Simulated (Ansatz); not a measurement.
System: C₂H₁₀NSi (SMILES CC[SiH2][NH3+]) (charge +1).

Input

```
crystal:
  periodic: [false, false, false]
  atoms:
    - {symbol: C, position_ang: [0.739052, -0.130667, -1.510911]}
    - {symbol: C, position_ang: [0.289968, 0.475003, -0.180045]}
    - {symbol: N, position_ang: [2.887191, 1.942678, 0.191697]}
    - {symbol: Si, position_ang: [1.641864, 0.758018, 1.056709]}
    - {symbol: H, position_ang: [1.390319, 0.547494, -2.086175]}
    - {symbol: H, position_ang: [1.275878, -1.081434, -1.372081]}
    - {symbol: H, position_ang: [-0.130418, -0.339430, -2.149995]}
    - {symbol: H, position_ang: [-0.427140, -0.196765, 0.327803]}
    - {symbol: H, position_ang: [-0.263586, 1.419741, -0.323875]}
    - {symbol: H, position_ang: [1.302585, 1.550782, 2.262411]}
    - {symbol: H, position_ang: [2.533849, -0.394022, 1.333233]}
    - {symbol: H, position_ang: [3.247224, 1.545029, -0.684766]}
    - {symbol: H, position_ang: [3.704441, 2.144204, 0.781249]}
    - {symbol: H, position_ang: [2.465248, 2.848669, -0.046648]}
basis:
  gaussian: {orbitals: def2-TZVPD}
hamiltonian: {xc: {name: PBE0}}
total_charge: 1
output: {forces: true, orbitals: {seedname: orbitals}}
```

Command:

```sh
ansatz run input.yaml --threads 2 --pin off --max-ram 4350MiB --events-out events.jsonl --progress --plain --runs-dir runs
```

Geometry: PBE0-D3(BJ)/def2-SVP.

These are results of isolated molecule in a Gaussian basis; Kohn-Sham density functional theory, functional PBE0 (Ansatz), not measurements.

What can the converged electron density and electron localisation function tell about the bonding?

C–Si (1.85 Å): ρ is about 1 e/Å³ halfway; the ELF peaks at about 0.95 between the atoms (a covalent bond).
Si–N (1.92 Å): ρ at the midpoint is about 0.76 e/Å³; the ELF peaks at about 0.95 between the atoms (a polar covalent bond).
N–H (1.03 Å): ρ is about 2.9 e/Å³ halfway; the ELF climbs to about 1 towards the hydrogen, as it does in any bond to H: a covalent bond by its length.
C–H (1.11 Å): the density is about 1.9 e/Å³ at the midpoint; the ELF climbs to about 1 towards the hydrogen; a covalent bond by its length.

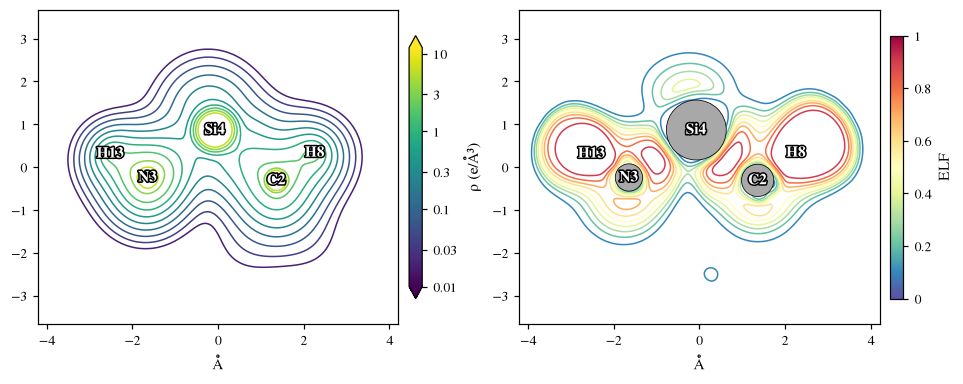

Computed electron density and electron localisation function on the plane of atoms Si4, N3 and H13, in this order. Grey discs cover the atomic cores in the ELF map. 
